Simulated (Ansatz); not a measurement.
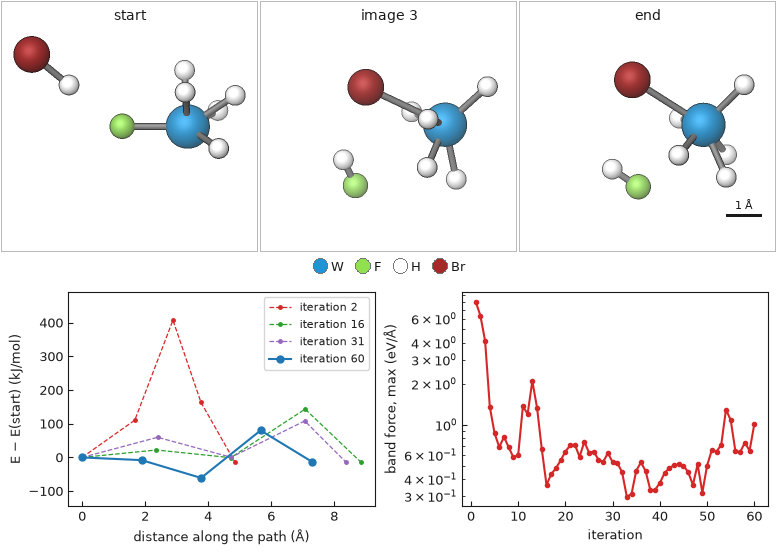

A nudged-elastic-band calculation for WH6BrF. Images are numbered from 0 (start) to 4 (end). The plot follows the band through its iterations. The picture is a ball-and-stick view, seen from a free direction.

Theory: Ansatz, RKS PBE0/def2-mTZVP. Settings: 3 movable images; climbing image; force threshold 0.03 eV/Å; iteration limit 60; starting path through a guess of the saddle point.

Judge this run.

The result isn't final. The band hadn't converged when the run stopped after 60 iterations. The largest component of the band force went from 8 to 1 eV/Å. The barrier read from it is provisional: over the last two iterations the highest image moved from 56.8 kJ/mol to 80.2 kJ/mol. So few images resolve the path coarsely. The first iteration put the highest image at 543.6 kJ/mol. Relative to the start the highest point is image 3 at +80.2 kJ/mol and the end lies at −13.5 kJ/mol, but the profile dips to −60.8 kJ/mol at image 2 on the way, so there may be an intermediate minimum, or an end is no minimum.
